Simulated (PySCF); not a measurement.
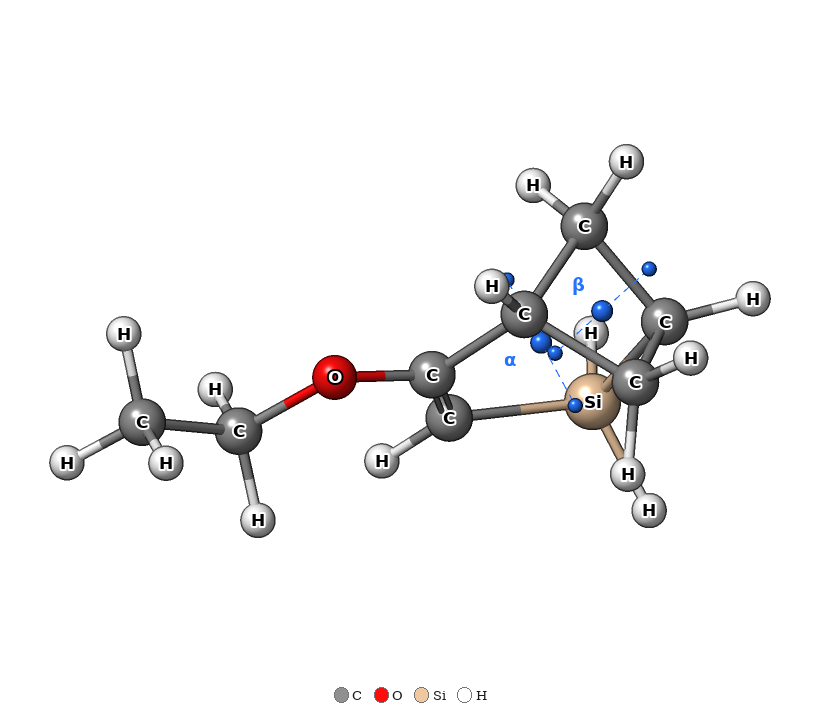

The small points mark where nucleus-independent chemical shifts (NICS) were computed: at the centre of each lettered ring and 1 Å above and below it. The geometry was computed by an optimisation with GFN2-xTB. No frequency run is at hand to confirm it as a minimum. Level of theory: GIAO PBE0/pcSseg-1 NMR shielding, non-relativistic, gas phase (PySCF 2.14.0).

Give NICS(0), NICS(1) and the out-of-plane component NICS(1)zz for each ring (means of the two sides).

```json
{"ring": "α", "members": "C5Si", "NICS(0)": "−0.3", "NICS(1)": "−3.0", "NICS(1)zz": "0.2"}
{"ring": "β", "members": "C4", "NICS(0)": "−1.2", "NICS(1)": "−0.6", "NICS(1)zz": "−0.9"}
```

Values in ppm.

**What do the values say about the ring currents?**

Ring α: weak, as in a non-aromatic ring. NICS is one index among several.

The geometry is semi-empirical. Around Si such bond lengths and angles can be off by a tenth of an ångström or more and by several degrees, and values that hang on the shape move with them.
